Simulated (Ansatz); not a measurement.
# A failed many-body run on SiO2 (Quartz)

What is wrong with this input for SiO2 (Quartz)?

Main program and level: Ansatz 0.2.0; G0W0 on LDA, plane waves, PAW.

**1. The starting structure**

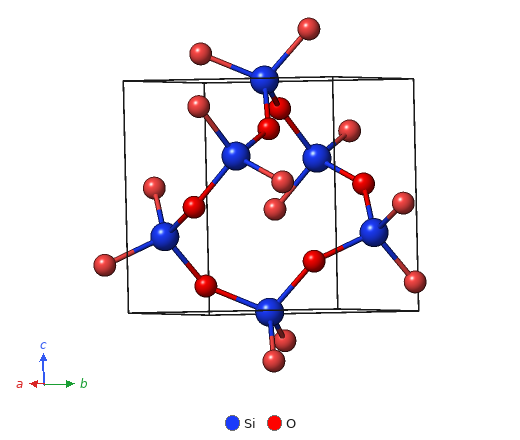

Start, viewed slightly off an axis; silicon blue, oxygen red. Some periodic images of atoms are drawn too.

Coordinates:

```cif
data_structure
_symmetry_space_group_name_H-M 'P 1'
_symmetry_Int_Tables_number 1
_cell_length_a 4.9158
_cell_length_b 4.9158
_cell_length_c 5.4091
_cell_angle_alpha 90.000
_cell_angle_beta 90.000
_cell_angle_gamma 120.000
_cell_volume 113.20
loop_
_atom_site_label
_atom_site_type_symbol
_atom_site_fract_x
_atom_site_fract_y
_atom_site_fract_z
_atom_site_occupancy
Si1 Si 0.53030 0.00000 0.33333 1
Si2 Si 0.00000 0.53030 0.66667 1
Si3 Si 0.46970 0.46970 0.00000 1
O4 O 0.14620 0.41420 0.88100 1
O5 O 0.58580 0.73200 0.21433 1
O6 O 0.26800 0.85380 0.54767 1
O7 O 0.41420 0.14620 0.11900 1
O8 O 0.73200 0.58580 0.78567 1
O9 O 0.85380 0.26800 0.45233 1
```

The cell and positions come from the Crystallography Open Database and are kept as given unless a step says otherwise. The default PAW set here is soft_2. Its files were made with PBE.

**2. First try**

input.yaml reads:

```yaml
crystal:
  lattice:
    - [4.9158, 0.0, 0.0]
    - [-2.4579, 4.2572076799, 0.0]
    - [0.0, 0.0, 5.4091]
  atoms:
    - { symbol: Si, position: [0.5303, 0.0, 0.3333333333] }
    - { symbol: Si, position: [0.0, 0.5303, 0.6666666667] }
    - { symbol: Si, position: [0.4697, 0.4697, 0.0] }
    - { symbol: O, position: [0.1462, 0.4142, 0.881] }
    - { symbol: O, position: [0.5858, 0.732, 0.2143333333] }
    - { symbol: O, position: [0.268, 0.8538, 0.5476666667] }
    - { symbol: O, position: [0.4142, 0.1462, 0.119] }
    - { symbol: O, position: [0.732, 0.5858, 0.7856666667] }
    - { symbol: O, position: [0.8538, 0.268, 0.4523333333] }
kpoints:
  mp_grid: { grid: [6, 6, 2] }
hamiltonian:
  xc: lda
scf:
  occupations: { method: fixed }
gw:
  n_empty_bands: 183
  ecut_chi: 10
  qp_bands: [v3, c3]
  qp_kpoints: band_edges
  screening: { model: contour_deformation }
```

Run with:

```bash
ansatz run input.yaml --threads 3 --pin off --max-ram 92160MiB --backend cuda --events-out ev --progress --plain --runs-dir out --devices 1 --max-vram 13GiB
```

Numbers of over 12 decimals in the logs are rounded to 6 here.

Output:

```text
GPUs: using 1 of 1 available (devices: 1).
Engine: ansatz 0.2.0, x86_64-unknown-linux-gnu
Pseudopotentials: kind: paw
Pseudopotential: Si, paw, valence charge 4, recommended cutoff 420 eV (normal), Si.paw.azcp
Pseudopotential: O, paw, valence charge 6, recommended cutoff 420 eV (normal), O.paw.azcp
Functional definition: SPW92
  exchange = slater_x
  correlation = pw_c
device memory: the entry about to start is reckoned to put 1.8 GiB on a device that reports 44.7 GiB free (of which the cap on the GPU budget leaves the run 13.0 GiB)
GPU FFT provider: cuFFT
GPU libraries: cuBLAS 13.8.2, cuFFT 12.4.0, cuSOLVER 12.3.4
Crystal: 9 atoms, lattice volume = 113.199 Å³
Basis set: ecut = 420 eV, 2209 PW (Γ)
Bands: 33, of which v1, the nominal top of the filled ones, is band 24 counted from 1 (23 counted from 0)
Symmetry: 6 space group operations
Space group: P3121 (ITA 152), of the structure as read, at distance tolerance 4.8e-5 Å
k-points: 14 of 72 (time reversal used)
Non-local potential: Si, projectors of the file, l = 0: 2, l = 1: 2, l = 2: 2
Non-local potential: O, projectors of the file, l = 0: 2, l = 1: 2, l = 2: 1
PAW form: soft (Blöchl's): semilocal exchange-correlation on the pseudo side does not see the compensation charge
PAW frozen core: Si, regenerated for the run's functional, and the local potential with it (the file was generated under x = pbe(κ = 0.804, μ = 0.219515), c = pbe(β = 0.066725))
PAW frozen core: O, regenerated for the run's functional, and the local potential with it (the file was generated under x = pbe(κ = 0.804, μ = 0.219515), c = pbe(β = 0.066725))
PAW one-centre angular grid: Si, 110 points (default); XC on 64 Gauss nodes
PAW one-centre angular grid: O, 110 points (default); XC on 64 Gauss nodes
Initial density: superposition of atomic densities (neutral atoms: chi_scale 0, normalization atom), corrected by the library's trained network
Initial wavefunctions: pseudopotential atomic-orbital guess
GPU buffer pool allocated for 51840 grid points (all kernels)
GPU transforms: local potential and band sums: pruned to the plane-wave sphere, on 36×36×40
Functional: x = slater, c = lda
SCF iter   1: F=—  HF=-5168.209496 eV  |F-HF|=—  |Δ(HF+E_count)|=         —  Δρ=1.40e-2  dr2=1.99e-1  ethr=1.77e-3  ⟨swp⟩=4.9  Hψ=2117  notcnv=0  defer=85
preconditioner: auto → Resta (q_TF=auto, 2.365 Å⁻¹)  ε∞=3.1  [insulator: Δε(μ)=5.589 eV  Ē_g=16.591 eV  n_scr=22 (ndim 8)  ℏωp=24.2 eV  f_vac=0.113  ε∞_Penn≈3.1]
SCF iter   2: F=—  HF=-5168.152882 eV  |F-HF|=—  |Δ(HF+E_count)|=   5.66e-2  Δρ=3.69e-3  dr2=5.63e-3  ethr=4.14e-4  ⟨swp⟩=2.0  Hψ=830  notcnv=0  defer=94
SCF iter   3: F=—  HF=-5168.151443 eV  |F-HF|=—  |Δ(HF+E_count)|=   1.44e-3  Δρ=1.72e-3  dr2=2.08e-3  ethr=1.17e-5  ⟨swp⟩=2.1  Hψ=703  notcnv=0  defer=96
SCF iter   4: F=—  HF=-5168.150879 eV  |F-HF|=—  |Δ(HF+E_count)|=   5.64e-4  Δρ=1.53e-4  dr2=3.34e-5  ethr=4.33e-6  ⟨swp⟩=3.0  Hψ=703  notcnv=0  defer=96
SCF iter   5: F=—  HF=-5168.150894 eV  |F-HF|=—  |Δ(HF+E_count)|=   1.47e-5  Δρ=2.44e-5  dr2=6.17e-7  ethr=6.97e-8  ⟨swp⟩=2.1  Hψ=760  notcnv=0  defer=61
SCF iter   6: F=-5168.150894 eV  HF=-5168.150894 eV  |F-HF|=2.66e-8  |Δ(HF+E_count)|=   4.22e-7  Δρ=4.88e-6  dr2=2.26e-8  ethr=2.08e-10  ⟨swp⟩=11.2  Hψ=2021  notcnv=0
SCF 1 converged in 6 iterations: F = -5168.150894 eV  dr2 = 2.26e-8
[...]
device memory: the entry about to start is reckoned to put 2.5 GiB on a device that reports 40.7 GiB free (of which the cap on the GPU budget leaves the run 13.0 GiB)
NSCF: frozen V_eff on 14 k-points
[...]
device memory: the entry about to start is reckoned to put 4.4 GiB on a device that reports 40.7 GiB free (of which the cap on the GPU budget leaves the run 13.0 GiB)
NSCF: frozen V_eff on 14 k-points
G₀W₀ screening: q 1/14
[... further progress lines ...]
SCF converged after 6 iterations
Free energy (F): -5168.150894 eV
Harris-Foulkes:  -5168.150894 eV  (|F-HF|=2.66e-8)
Internal energy: -5168.150894 eV  (E = F + TS)
E sigma→0 (E₀):  -5168.150894 eV
Fermi energy:    2.193598 eV
--- Per-component energies (eV) ---
  E_band       = -219.877939
  E_kinetic    = 1202.098130
  E_local      = -2959.181686  (includes V_loc(G=0)·N_el)
  E_nonlocal   = 376.738180
  E_hartree    = 1052.126113
  E_xc         = -602.558496
  E_vxc        = -705.166219  (∫ρ·V_xc dr)
  E_paw        = -2349.248697  (= ΣΔE_a)
  E_vpaw       = -238.635227  (= ΣTr[D̂ρ^β])
  E_aug_tail   = 0.015944  (compensation charges beyond the density's cutoff)
  E_ewald      = -1888.974903
  E_core_change = 0.834521  (= ΣΔE_core)
  E_smearing   = -0.000000  (= −TS)
  E_closure    = 0.000000  (closes the sum)
  Σ components = -5168.150894   (vs F -5168.150894, Δ=0.00e0)
--- Band table (eV; the first three rows and the last of 14) ---
  k-point 0: bands = [... 20 lower, 1.1786, 1.5004, 1.8685, 1.8685, 7.9425, 11.2106, 11.2106, 11.6843, ... 5 higher]
  k-point 1: bands = [... 20 lower, 0.9653, 1.9803, 1.9803, 2.1040, 9.8854, 9.8854, 10.8930, 11.6746, ... 5 higher]
  k-point 2: bands = [... 20 lower, 1.1787, 1.3983, 1.9268, 1.9623, 8.3667, 11.2009, 11.2636, 11.7186, ... 5 higher]
  k-point 13: bands = [... 20 lower, 1.2425, 1.4178, 1.5954, 1.5954, 11.0662, 11.6831, 11.6831, 12.0188, ... 5 higher]
--- G₀W₀: contour deformation, 5 samples at zero and on the imaginary axis and 1 off it, 72 q-points, 183 empty bands' worth ---
  eigenvalues of the whole cell's RPA ε∞ on this k-mesh (on a slab, of 1 + 4πα/V) = 2.5831, 2.5831, 2.6282; static W/v taken at q = 0 is 0.380503
  bands read: the sum over 207 bands ends inside a degenerate multiplet in 2 slots, whose members it reads at an even weight; the widest, k=0: bands 207 to 208 (counted from 1) at 1/2 each
  gw.qp_kpoints: band_edges: 13 of 14 stored k-points solved, in 1 pass; an edge of the gap read off the rows below is read off those points alone
    valence top: of the k-points left out ik 13 came nearest to being solved in a further pass, in band 23 (counted from 1, as in the quasiparticle table): it holds the edge there only if its correction is more favourable than any solved in that band by at least 0.592 eV; those differ by 0.047 eV
    conduction bottom: of the k-points left out ik 13 came nearest to being solved in a further pass, in band 25 (counted from 1, as in the quasiparticle table): it holds the edge there only if its correction is more favourable than any solved in that band by at least 3.124 eV; those differ by 1.099 eV
    ik  band        ε_KS         Σx   Σc(E_QP)       V_xc       Z   E_QP_lin       E_QP  E_QP is
     0    22      1.5004   -26.2725     3.4329   -20.3813  0.8675    -1.0038    -0.9577  root
     0    23      1.8685   -26.1725     3.3748   -20.4056  0.8688    -0.5658    -0.5235  root
     0    24      1.8685   -26.1725     3.3748   -20.4056  0.8688    -0.5658    -0.5235  root
     0    25      7.9425    -7.7322    -3.1699   -12.7239  0.8836     9.7821     9.7642  root
     0    26     11.2106    -6.5882    -3.4308   -12.4366  0.8782    13.6661    13.6281  root
     0    27     11.2106    -6.5882    -3.4308   -12.4366  0.8782    13.6661    13.6281  root
     1    22      1.9803   -26.6874     3.3775   -20.8748  0.8698    -0.4980    -0.4547  root
     1    23      1.9803   -26.6874     3.3775   -20.8748  0.8698    -0.4980    -0.4547  root
     1    24      2.1040   -26.6691     3.3673   -20.8887  0.8700    -0.3512    -0.3090  root
     1    25      9.8854    -8.6353    -3.3312   -13.9698  0.8781    11.9134    11.8887  root
     1    26      9.8854    -8.6353    -3.3312   -13.9698  0.8781    11.9134    11.8887  root
     1    27     10.8930    -4.4379    -3.4049   -10.0259  0.8809    13.1052    13.0761  root
     2    22      1.3983   -26.1361     3.4467   -20.2332  0.8670    -1.1044    -1.0579  root
     2    23      1.9268   -26.3934     3.3804   -20.6034  0.8692    -0.5254    -0.4826  root
[...]
12    23      1.7546   -26.5047     3.4142   -20.6542  0.8687    -0.7259    -0.6816  root
    12    24      2.1936   -26.7561     3.3453   -21.0127  0.8708    -0.2456    -0.2044  root
    12    25     10.8653    -8.3570    -3.4664   -14.0745  0.8754    13.1505    13.1163  root
    12    26     10.8653    -8.3570    -3.4664   -14.0745  0.8754    13.1505    13.1163  root
    12    27     11.3436    -8.6458    -3.5166   -14.3697  0.8736    13.5849    13.5509  root
```

The job ended after 32 s (1 × NVIDIA H100 80GB HBM3 (shared by 6 runs) with 3 threads of AMD EPYC 7R13 (Zen 3), shared host; peak memory 1.2 GiB; 40 s of CPU time).

**What went wrong?**

The run ended normally, though the input holds a fault or crude settings.

The fault: screening cutoff of 10 eV. Nearly all local fields and short-range correlation are left out.

It printed a gap of 9.97 eV, which is an artefact of the settings.

**3. A better input**

Now the one-shot GW correction: screening in the RPA, then the self-energy of the levels asked for.

input.yaml: that of step 2 with these lines changed.

```diff
@@ -16,3 +16,3 @@
 kpoints:
-  mp_grid: { grid: [6, 6, 2] }
+  mp_grid: { grid: [6, 6, 4] }
 hamiltonian:
@@ -22,4 +22,4 @@
 gw:
-  n_empty_bands: 183
-  ecut_chi: 10
+  n_empty_bands: 288
+  ecut_chi: 108
   qp_bands: [v3, c3]
```

Output:

```text
GPUs: using 1 of 1 available (devices: 1).
[...]
GPU FFT provider: cuFFT
GPU libraries: cuBLAS 13.8.2, cuFFT 12.4.0, cuSOLVER 12.3.4
Crystal: 9 atoms, lattice volume = 113.199 Å³
Basis set: ecut = 420 eV, 2209 PW (Γ)
Bands: 33, of which v1, the nominal top of the filled ones, is band 24 counted from 1 (23 counted from 0)
Symmetry: 6 space group operations
[...]
k-points: 24 of 144 (time reversal used)
[...]
GPU buffer pool allocated for 51840 grid points (all kernels)
[...]
SCF iter   1: F=—  HF=-5168.209528 eV  |F-HF|=—  |Δ(HF+E_count)|=         —  Δρ=1.40e-2  dr2=1.99e-1  ethr=1.77e-3  ⟨swp⟩=5.0  Hψ=3657  notcnv=0  defer=147
[...]
SCF iter   6: F=-5168.150843 eV  HF=-5168.150843 eV  |F-HF|=2.56e-8  |Δ(HF+E_count)|=   4.31e-7  Δρ=4.95e-6  dr2=2.34e-8  ethr=2.08e-10  ⟨swp⟩=11.3  Hψ=3463  notcnv=0
SCF 1 converged in 6 iterations: F = -5168.150843 eV  dr2 = 2.34e-8
[...]
0    22      1.5004   -26.2764     4.3255   -20.3813  0.8038    -0.0904    -0.0691  root
     0    23      1.8685   -26.1664     4.2399   -20.4056  0.8055     0.3284     0.3477  root
     0    24      1.8685   -26.1664     4.2399   -20.4056  0.8055     0.3284     0.3477  root
     0    25      7.9425    -7.7374    -3.4705   -12.7240  0.8656     9.4703     9.4585  root
     0    26     11.2105    -6.5907    -3.9562   -12.4367  0.8564    13.1232    13.1003  root
     0    27     11.2105    -6.5907    -3.9562   -12.4367  0.8564    13.1232    13.1003  root
     1    22      1.6552   -26.3975     4.3170   -20.5319  0.8042     0.0861     0.1066  root
     1    23      1.9661   -26.4774     4.2881   -20.6731  0.8048     0.4307     0.4499  root
[...]
22    24      1.9901   -26.4853     4.2678   -20.7140  0.8054     0.4680     0.4866  root
    22    25     10.9360    -9.7613    -4.0973   -15.9739  0.8456    13.0812    13.0512  root
    22    26     11.1274    -7.0481    -3.7244   -12.5429  0.8561    12.9178    12.8977  root
    22    27     11.5275    -8.4874    -3.8132   -14.2635  0.8480    13.5163    13.4903  root
[key lines of the parts left out:]
SCF converged after 6 iterations
Free energy (F): -5168.150843 eV
Fermi energy:    2.193630 eV
```

Run time: 66 s. Hardware: 1 × NVIDIA H100 80GB HBM3 (shared by 6 runs) with 3 threads; peak memory 1.7 GiB; 99 s of CPU time.

Numbers from this step:

```yaml
bands_summed: 312
rpa_eps_infinity_on_this_mesh_eigenvalues: 2.406, 2.406, 2.437
plane_waves_in_the_screening_matrix: 303
q_points_in_the_mesh: 144
g0w0_gap_on_the_mesh: 8.736 eV
k_of_the_valence_top: 0.3333, 0.3333, 0
k_of_the_conduction_bottom: 0, 0, 0
starting_gap_on_the_mesh: 5.749 eV
z_at_the_valence_top: 0.8057
z_at_the_conduction_bottom: 0.8656
least_direct_g0w0_gap_on_the_computed_points: 9.111 eV
```

The gap on the mesh goes from 5.75 eV to 8.74 eV, a correction of +2.99 eV. Between the two edge states, bare exchange in place of the xc potential would open the gap by 10.72 eV, and correlation takes back 7.74 eV.

**4. What came out**

| Property | Result |
| --- | --- |
| first try | converged after 32 s |
| better run | G0W0 gap on the mesh 8.74 eV (6×6×4 mesh, 288 empty bands, screening to 108 eV) |

The second run differs in: mesh, empty bands and screening cutoff (eV). Bands and cutoff are finite, so the gap is not at the basis limit. The miss can reach some tenths of an eV and take either sign; the mesh is an error of its own.

[Paths, hosts, dates, memory and timing lines, banners, echoed tables and standing remarks are left out of the program output.]

[Logs are printed without paths, hosts, clocks, repeated set-up lines and the standing remarks that a program may print on its own settings, such as how far it seeks lower states.]

[Runs of the session that timed out or met a known fault of the program may be left out.]

[Cells called generated may have been cut or substituted from an entry of the Crystallography Open Database or the Materials Project.]

[Hosts, paths, dates, database ids (printed as entryN), source tags and the programs' standing remarks are cut or masked in the printed files.]
